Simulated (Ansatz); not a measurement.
Geometry relaxation, with input and output: GeBNH6

The run: geometry relaxation of GeBNH6, SMILES N[BH][GeH3]. Method and program: RKS B3LYP-D4/def2-SVP (Ansatz 0.2.0).

It belongs to a series of runs on one base structure; here: end point B relaxed.

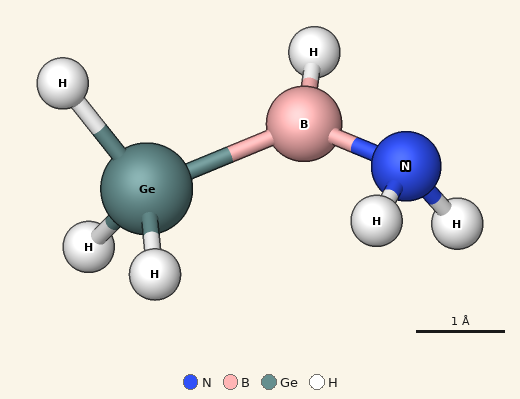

*The starting structure (ball-and-stick view, seen at a tilt). Sticks mark near contacts.*

Summary

| quantity | value |
| --- | --- |
| outcome | converged |
| total energy | −58776.0141 eV |
| mean-field energy | −58775.7958 eV |
| largest force (length of the vector) at the end | 0.004 eV/Å |
| hardware | 1 thread of Arm Neoverse V1, 24 GiB of memory available, shared host |
| wall time | 38 s |
| peak memory | 0.18 GiB |

Input
```yaml
crystal:
  periodic: [false, false, false]
  atoms:
    - { symbol: "N", position_ang: [-1.0466, 0.6319, -1.1386] }
    - { symbol: B, position_ang: [0.0017, 0.7425, -0.1036] }
    - { symbol: Ge, position_ang: [0.4689, -0.9034, 0.9344] }
    - { symbol: H, position_ang: [-1.32899, -0.35632, -1.21169] }
    - { symbol: H, position_ang: [-1.94231, 1.14041, -0.76668] }
    - { symbol: H, position_ang: [0.5661, 1.7799, 0.1079] }
    - { symbol: H, position_ang: [2.0216, -1.2391, 0.7075] }
    - { symbol: H, position_ang: [-0.3411, -2.0762, 0.4793] }
    - { symbol: H, position_ang: [0.2734, -0.6263, 2.5004] }
basis:
  gaussian: { orbitals: def2-SVP }
hamiltonian:
  xc: b3lyp
  dispersion: d4
relax:
  f_tol: 0.015
  max_steps: 40
output:
  orbitals: {}
```

Run as:
```bash
ansatz run input.yaml --threads 1 --pin off --max-ram 2048MiB --backend cpu --events-out ev --progress --plain --runs-dir out
```

Log
```
The last accepted step is kept in [file] (removed where the run ends without a failure and the disk answers)
Engine: ansatz 0.2.0, aarch64-unknown-linux-gnu
Functional definition: B3LYP
  parameter a0 = 0.2
  parameter ax = 0.72
  parameter ac = 0.81
  exchange = (1 - a0 - ax)*slater_x + ax*b88_x + a0*exact_x
  correlation = (1 - ac)*vwn_rpa_c + ac*lyp_c
998 factors; integrals over basis functions are off by at most 5.0e-4 eV
mean field evaluation 1: about -58769.6423 eV, gradient 5.0e1 eV
mean field evaluation 2: about -58758.4902 eV, gradient 8.2e1 eV
mean field evaluation 4: about -58774.6456 eV, gradient 3.3e0 eV
mean field evaluation 8: about -58774.6910 eV, gradient 5.7e-2 eV
mean field -58774.69098426 eV, -2159.9300547551 hartree, gradient 3.4e-5 eV, S^2 0.000000; 0 other end points of the search recorded, 0 dependent functions left out
the calculation of the forces begins
reference -58774.69124060 eV, -2159.9300641756 hartree; 25, 25 occupied and 65, 65 virtual orbitals, 998 factors
relax step   1: F+E_penalty+E_count = -58774.91419581 eV  Δ(F+E_penalty+E_count) = +0.000e0 eV  max|allowed force component| = 2.538e0 eV/Å  Δτ_max = 0.0000 Å  (25 SCF iters, accepted)
these checks for a lower state are left out or cut short: starts, cluster_reference, orbital_swaps, neighbouring_geometries, increment
998 factors; integrals over basis functions are off by at most 4.6e-4 eV
mean field evaluation 16: about -58774.9593 eV, gradient 8.0e0 eV
mean field -58775.18713863 eV, -2159.9482880920 hartree, gradient 1.5e-5 eV, S^2 0.000000; 0 other end points of the search recorded, 0 dependent functions left out
the calculation of the forces begins
reference -58775.18739580 eV, -2159.9482975426 hartree; 25, 25 occupied and 65, 65 virtual orbitals, 998 factors
relax step   2: F+E_penalty+E_count = -58775.40833425 eV  Δ(F+E_penalty+E_count) = -4.941e-1 eV  max|allowed force component| = 2.177e0 eV/Å  Δτ_max = 0.1948 Å  (28 SCF iters, accepted)
these checks for a lower state are left out or cut short: starts, cluster_reference, orbital_swaps, neighbouring_geometries, increment
998 factors; integrals over basis functions are off by at most 3.9e-4 eV
mean field -58775.55309188 eV, -2159.9617366259 hartree, gradient 2.3e-5 eV, S^2 0.000000; 0 other end points of the search recorded, 0 dependent functions left out
the calculation of the forces begins
reference -58775.55334945 eV, -2159.9617460913 hartree; 25, 25 occupied and 65, 65 virtual orbitals, 998 factors
relax step   3: F+E_penalty+E_count = -58775.77214211 eV  Δ(F+E_penalty+E_count) = -3.638e-1 eV  max|allowed force component| = 1.605e0 eV/Å  Δτ_max = 0.1999 Å  (26 SCF iters, accepted)
these checks for a lower state are left out or cut short: starts, cluster_reference, orbital_swaps, neighbouring_geometries, increment
998 factors; integrals over basis functions are off by at most 3.8e-4 eV
mean field evaluation 32: about -58775.7123 eV, gradient 2.8e-1 eV
mean field -58775.71309933 eV, -2159.9676167912 hartree, gradient 1.4e-5 eV, S^2 0.000000; 0 other end points of the search recorded, 0 dependent functions left out
the calculation of the forces begins
reference -58775.71335823 eV, -2159.9676263055 hartree; 25, 25 occupied and 65, 65 virtual orbitals, 998 factors
relax step   4: F+E_penalty+E_count = -58775.93294394 eV  Δ(F+E_penalty+E_count) = -1.608e-1 eV  max|allowed force component| = 4.152e-1 eV/Å  Δτ_max = 0.2000 Å  (27 SCF iters, accepted)
these checks for a lower state are left out or cut short: starts, cluster_reference, orbital_swaps, neighbouring_geometries, increment
998 factors; integrals over basis functions are off by at most 3.9e-4 eV
mean field -58775.77981683 eV, -2159.9700686139 hartree, gradient 9.2e-6 eV, S^2 0.000000; 0 other end points of the search recorded, 0 dependent functions left out
the calculation of the forces begins
reference -58775.78007701 eV, -2159.9700781753 hartree; 25, 25 occupied and 65, 65 virtual orbitals, 998 factors
relax step   5: F+E_penalty+E_count = -58775.99989197 eV  Δ(F+E_penalty+E_count) = -6.695e-2 eV  max|allowed force component| = 2.368e-1 eV/Å  Δτ_max = 0.1682 Å  (28 SCF iters, accepted)
these checks for a lower state are left out or cut short: starts, cluster_reference, orbital_swaps, neighbouring_geometries, increment
998 factors; integrals over basis functions are off by at most 3.8e-4 eV
mean field -58775.79325982 eV, -2159.9705626349 hartree, gradient 1.3e-5 eV, S^2 0.000000; 0 other end points of the search recorded, 0 dependent functions left out
the calculation of the forces begins
reference -58775.79352086 eV, -2159.9705722280 hartree; 25, 25 occupied and 65, 65 virtual orbitals, 998 factors
relax step   6: F+E_penalty+E_count = -58776.01234885 eV  Δ(F+E_penalty+E_count) = -1.246e-2 eV  max|allowed force component| = 7.973e-2 eV/Å  Δτ_max = 0.0526 Å  (28 SCF iters, accepted)
these checks for a lower state are left out or cut short: starts, cluster_reference, orbital_swaps, neighbouring_geometries, increment
998 factors; integrals over basis functions are off by at most 3.7e-4 eV
mean field -58775.79537175 eV, -2159.9706402468 hartree, gradient 1.3e-5 eV, S^2 0.000000; 0 other end points of the search recorded, 0 dependent functions left out
the calculation of the forces begins
reference -58775.79563362 eV, -2159.9706498703 hartree; 25, 25 occupied and 65, 65 virtual orbitals, 998 factors
relax step   7: F+E_penalty+E_count = -58776.01370021 eV  Δ(F+E_penalty+E_count) = -1.351e-3 eV  max|allowed force component| = 2.632e-2 eV/Å  Δτ_max = 0.0367 Å  (29 SCF iters, accepted)
these checks for a lower state are left out or cut short: starts, cluster_reference, orbital_swaps, neighbouring_geometries, increment
998 factors; integrals over basis functions are off by at most 3.7e-4 eV
mean field -58775.79530782 eV, -2159.9706378974 hartree, gradient 5.5e-6 eV, S^2 0.000000; 0 other end points of the search recorded, 0 dependent functions left out
the calculation of the forces begins
reference -58775.79556969 eV, -2159.9706475209 hartree; 25, 25 occupied and 65, 65 virtual orbitals, 998 factors
relax step   8: F+E_penalty+E_count = -58776.01358593 eV  Δ(F+E_penalty+E_count) = +1.143e-4 eV  max|allowed force component| = 3.318e-2 eV/Å  Δτ_max = 0.0136 Å  (23 SCF iters, rejected (line search))
these checks for a lower state are left out or cut short: starts, cluster_reference, orbital_swaps, neighbouring_geometries, increment
998 factors; integrals over basis functions are off by at most 3.7e-4 eV
mean field evaluation 64: about -58775.7769 eV, gradient 2.6e-1 eV
mean field -58775.79553608 eV, -2159.9706462858 hartree, gradient 1.8e-5 eV, S^2 0.000000; 0 other end points of the search recorded, 0 dependent functions left out
the calculation of the forces begins
reference -58775.79579795 eV, -2159.9706559095 hartree; 25, 25 occupied and 65, 65 virtual orbitals, 998 factors
relax step   9: F+E_penalty+E_count = -58776.01384519 eV  Δ(F+E_penalty+E_count) = -1.450e-4 eV  max|allowed force component| = 3.352e-3 eV/Å  Δτ_max = 0.0068 Å  (22 SCF iters, accepted)
```

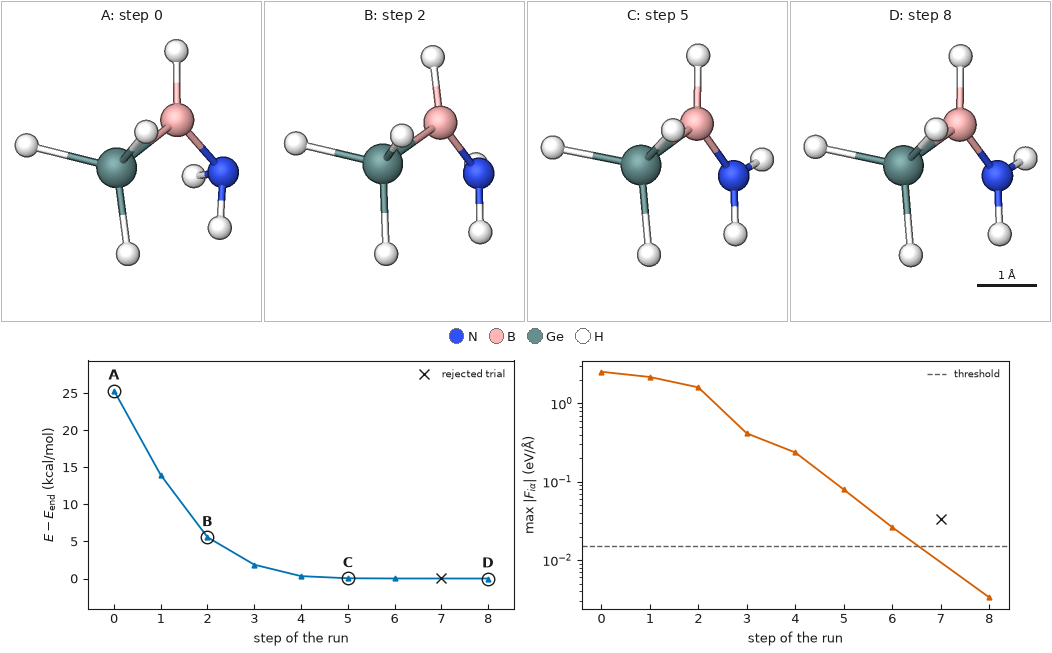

*Frames of the relaxation (ball-and-stick view, seen at a tilt) above the curves, on which the letters mark them (the first geometry is step 0 here and step 1 in the log).*

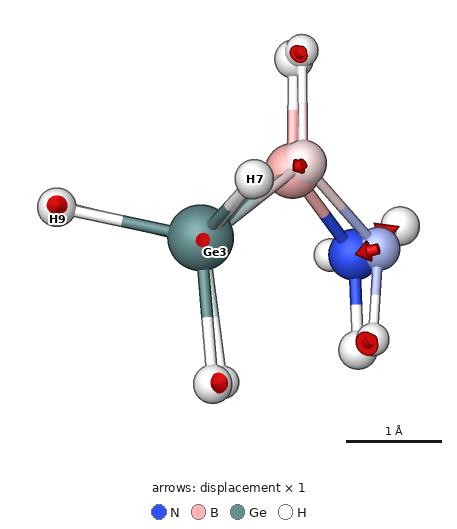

*Start (faint) and end (solid) with the displacements as red arrows, at true length (ball-and-stick view, seen at a tilt). The two geometries are laid on each other by the best rigid fit.*

Over 8 geometry steps the energy falls by 25.4 kcal/mol. The largest force component goes from 2.5 to 0.0034 eV/Å. The line search rejected the trial step at point 7 (counted from 0) and went back. H5 moves most after the best rigid fit: 0.80 Å. By element the largest moves are H 0.80 Å, N 0.27 Å, B 0.16 Å, Ge 0.12 Å. Among the contacts that change: N1–B2 1.477 → 1.388 Å, N1–H5 1.095 → 1.015 Å, B2–Ge3 2.001 → 2.074 Å, Ge3–H8 1.496 → 1.553 Å. Among the angles that change: B2–N1–H4 108.4° → 123.9°, B2–N1–H5 107.9° → 123.0°, H4–N1–H5 104.2° → 113.2°. (Atoms are counted from 1 in the order of the input.)

```
998 factors; integrals over basis functions are off by at most 3.7e-4 eV
mean field -58775.79553608 eV, -2159.9706462858 hartree, gradient 1.8e-5 eV, S^2 0.000000; 1 other end points of the search recorded, 0 dependent functions left out
the calculation of the forces begins
reference -58775.79579795 eV, -2159.9706559095 hartree; 25, 25 occupied and 65, 65 virtual orbitals, 998 factors
Total energy: -58776.01410707 eV, -2159.9786786216 hartree
Atom 0 at    -1.195958     0.612583    -0.904758 Å, force    -0.001404     0.002424    -0.001881 eV/Å
Atom 1 at    -0.136777     0.725057    -0.014068 Å, force    -0.000873    -0.001290    -0.000621 eV/Å
Atom 2 at     0.574205    -0.946501     0.986771 Å, force     0.001430    -0.000083     0.000827 eV/Å
Atom 3 at    -1.668416    -0.260794    -1.113787 Å, force     0.001210     0.001960     0.000981 eV/Å
Atom 4 at    -1.576254     1.404156    -1.414508 Å, force     0.000427    -0.001981    -0.000474 eV/Å
Atom 5 at     0.353036     1.816435     0.159348 Å, force    -0.000845    -0.003352     0.001394 eV/Å
Atom 6 at     2.070002    -1.216491     0.693243 Å, force    -0.000209     0.000101    -0.000810 eV/Å
Atom 7 at    -0.198457    -2.234986     0.593053 Å, force     0.000112     0.002042     0.000128 eV/Å
Atom 8 at     0.451318    -0.806068     2.523636 Å, force     0.000153     0.000178     0.000455 eV/Å
Dipole moment:    -0.416145     0.161877    -0.397468 e Å
```

Trajectory as extended XYZ (Å, eV, eV/Å), 9 frames, from step=1 to step=9
```
9
Properties=species:S:1:pos:R:3:forces:R:3 step=1 energy=-58774.91420
N    -1.0466    0.6319   -1.1386   -1.2148   0.4626   2.5384
B     0.0017    0.7425   -0.1036   -1.0823   0.3296  -1.6201
Ge    0.4689   -0.9034    0.9344    1.9329   0.0794   1.1212
H    -1.3290   -0.3563   -1.2117   -0.1478   0.4069  -0.1128
H    -1.9423    1.1404   -0.7667    2.0062  -0.5456  -1.4438
H     0.5661    1.7799    0.1079   -0.2957   0.3731   0.1340
H     2.0216   -1.2391    0.7075   -0.7412  -0.0234   0.2729
H    -0.3411   -2.0762    0.4793   -0.5111  -0.8173  -0.1155
H     0.2734   -0.6263    2.5004    0.0539  -0.2653  -0.7743
9
Properties=species:S:1:pos:R:3:forces:R:3 step=2 energy=-58775.40833
N    -1.0575    0.6074   -1.1115   -0.9447   0.5387   2.1771
B    -0.0121    0.7413   -0.1143   -0.7108   0.1694  -1.0728
Ge    0.5537   -0.9178    0.9369    0.5014  -0.0420   0.1605
H    -1.4270   -0.3514   -1.1489   -0.0345   0.3863  -0.1915
H    -1.8822    1.2586   -0.9094    1.5358  -0.6958  -1.0568
H     0.4641    1.8270    0.1331   -0.2834   0.0552   0.0385
H     2.0475   -1.2855    0.7534   -0.0499  -0.0997   0.1140
H    -0.3118   -2.1167    0.5158   -0.0733  -0.2525  -0.0231
H     0.2980   -0.6695    2.4538    0.0594  -0.0596  -0.1459
9
Properties=species:S:1:pos:R:3:forces:R:3 step=3 energy=-58775.77214
N    -1.0902    0.6115   -1.0150   -1.6052   0.0040   0.3476
B    -0.0311    0.7124   -0.1148   -0.0292   0.4369  -0.0639
Ge    0.6471   -0.9464    0.9137   -0.0134  -0.0620   0.0878
H    -1.5517   -0.2849   -1.2081    0.3347   0.2436   0.0149
H    -1.8083    1.3675   -1.0599    1.0776  -0.4743  -0.3911
H     0.2831    1.8477    0.1704    0.1619  -0.1209   0.1350
H     2.1149   -1.4238    0.8401   -0.0091   0.0998  -0.0810
H    -0.2535   -2.1625    0.5744    0.0303  -0.0807  -0.0405
H     0.3624   -0.6281    2.4081    0.0525  -0.0464  -0.0087
9
Properties=species:S:1:pos:R:3:forces:R:3 step=4 energy=-58775.93294
N    -1.1337    0.5718   -0.9464   -0.4152   0.3748   0.3480
B    -0.0556    0.7526   -0.0794   -0.0637  -0.0216   0.0452
Ge    0.6360   -0.9230    0.9519   -0.1820   0.0667  -0.0982
H    -1.6014   -0.3249   -1.0698    0.1232   0.1193  -0.0707
H    -1.7149    1.3675   -1.2367    0.3833  -0.3961  -0.1430
H     0.3254    1.8837    0.1319    0.0330  -0.1070  -0.0507
H     2.1067   -1.3674    0.7967    0.0194   0.0829  -0.0228
H    -0.2497   -2.1127    0.4909    0.0373  -0.1157   0.0239
H     0.3599   -0.7542    2.4699    0.0648  -0.0032  -0.0315
9
Properties=species:S:1:pos:R:3:forces:R:3 step=5 energy=-58775.99989
N    -1.1850    0.6046   -0.8754   -0.1612  -0.0726  -0.1882
B    -0.1073    0.7496   -0.0184    0.0024  -0.2368   0.0303
Ge    0.5694   -0.9490    0.9543    0.1175   0.1601   0.1064
H    -1.6039   -0.2983   -1.0829   -0.0386   0.1154   0.0288
H    -1.6213    1.3717   -1.3764    0.0174   0.0405  -0.0332
H     0.3709    1.8388    0.1531    0.0356   0.1231   0.0375
H     2.0697   -1.2319    0.7163    0.0196  -0.0716  -0.0420
H    -0.2367   -2.2140    0.5560    0.0262  -0.0018  -0.0274
H     0.4168   -0.7782    2.4823   -0.0189  -0.0563   0.0878
9
Properties=species:S:1:pos:R:3:forces:R:3 step=6 energy=-58776.01235
N    -1.1894    0.6057   -0.8935   -0.0479   0.0034  -0.0522
B    -0.1235    0.7352   -0.0123   -0.0762   0.0566  -0.0697
Ge    0.5780   -0.9371    0.9794    0.0211  -0.0797   0.0566
H    -1.6515   -0.2774   -1.0906    0.0205   0.0470   0.0043
H    -1.5867    1.3866   -1.4097    0.0358  -0.0410   0.0438
H     0.3519    1.8338    0.1516    0.0234  -0.0070   0.0106
H     2.0710   -1.2326    0.6990    0.0020   0.0112  -0.0006
H    -0.2130   -2.2106    0.5696    0.0080   0.0064  -0.0036
H     0.4359   -0.8102    2.5154    0.0134   0.0032   0.0109
9
Properties=species:S:1:pos:R:3:forces:R:3 step=7 energy=-58776.01370
N    -1.1957    0.6116   -0.9026   -0.0257   0.0188  -0.0263
B    -0.1347    0.7268   -0.0147    0.0041  -0.0201   0.0023
Ge    0.5744   -0.9466    0.9862    0.0120   0.0104   0.0039
H    -1.6685   -0.2617   -1.1129    0.0120   0.0117   0.0145
H    -1.5777    1.4040   -1.4104    0.0033  -0.0129  -0.0015
H     0.3542    1.8198    0.1536   -0.0019  -0.0166   0.0103
H     2.0709   -1.2176    0.6957   -0.0041   0.0016   0.0024
H    -0.1970   -2.2355    0.5912   -0.0032   0.0065  -0.0043
H     0.4468   -0.8074    2.5229    0.0034   0.0005  -0.0012
9
Properties=species:S:1:pos:R:3:forces:R:3 step=8 energy=-58776.01359 accepted=F
N    -1.1953    0.6133   -0.9065   -0.0015  -0.0284   0.0055
B    -0.1375    0.7238   -0.0140   -0.0061   0.0332   0.0099
Ge    0.5763   -0.9462    0.9867   -0.0166  -0.0063   0.0015
H    -1.6718   -0.2595   -1.1088    0.0075   0.0023  -0.0208
H    -1.5718    1.4030   -1.4218   -0.0043   0.0016   0.0163
H     0.3473    1.8164    0.1648    0.0180  -0.0020  -0.0116
H     2.0712   -1.2192    0.6922   -0.0008   0.0048  -0.0032
H    -0.1996   -2.2324    0.5926    0.0022  -0.0055   0.0025
H     0.4540   -0.8059    2.5237    0.0017   0.0003  -0.0002
9
Properties=species:S:1:pos:R:3:forces:R:3 step=9 energy=-58776.01385
N    -1.1960    0.6126   -0.9048   -0.0014   0.0024  -0.0019
B    -0.1368    0.7251   -0.0141   -0.0009  -0.0013  -0.0006
Ge    0.5742   -0.9465    0.9868    0.0014  -0.0001   0.0008
H    -1.6684   -0.2608   -1.1138    0.0012   0.0020   0.0010
H    -1.5763    1.4042   -1.4145    0.0004  -0.0020  -0.0005
H     0.3530    1.8164    0.1593   -0.0008  -0.0034   0.0014
H     2.0700   -1.2165    0.6932   -0.0002   0.0001  -0.0008
H    -0.1985   -2.2350    0.5931    0.0001   0.0020   0.0001
H     0.4513   -0.8061    2.5236    0.0002   0.0002   0.0005
```

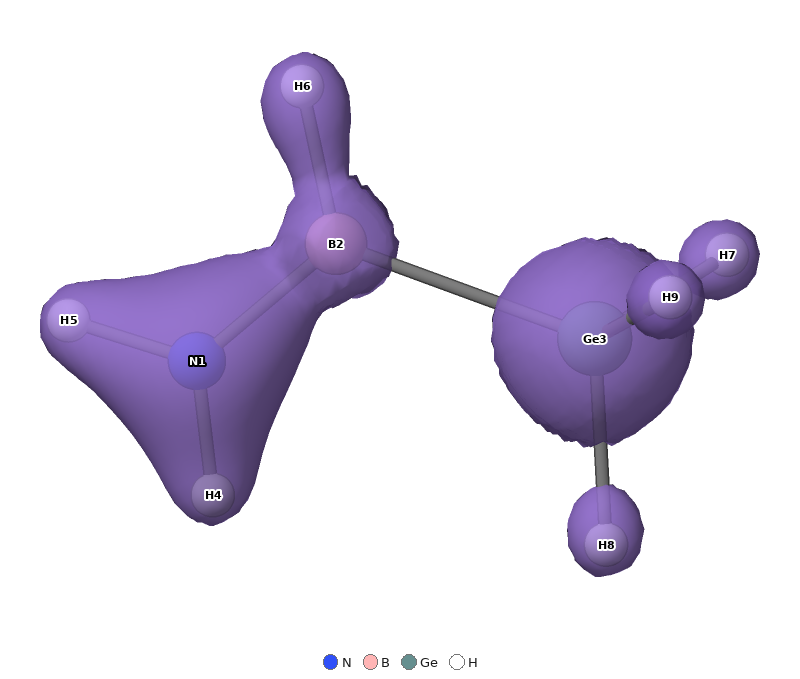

*Isosurface of the total electron density at 1 e/Å³ (purple), seen at an oblique angle.*

At this value the surface falls into five separate pieces. It is pinched off along the Ge–B (2.07 Å) contacts. On the grid the lowest density along these lines, outside the cores, is 1.5 e/Å³ (B–N, 1.39 Å), 0.76 e/Å³ (Ge–B, 2.07 Å), 2.2 e/Å³ (N–H, 1.01 Å) and 1.1 e/Å³ (B–H, 1.21 Å).

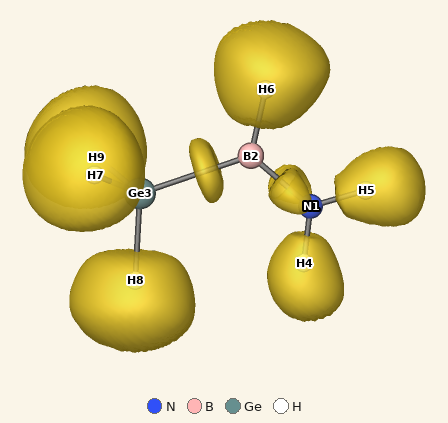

*Isosurface of the electron localisation function at 0.85 (yellow), seen at a tilt. Only the valence region is drawn (cores and ρ < 0.01 e/Å³ removed).*

Along the contacts the grid gives the following. Ge–B (2.07 Å): the ELF peaks at about 0.95 between the atoms (a shared electron pair).
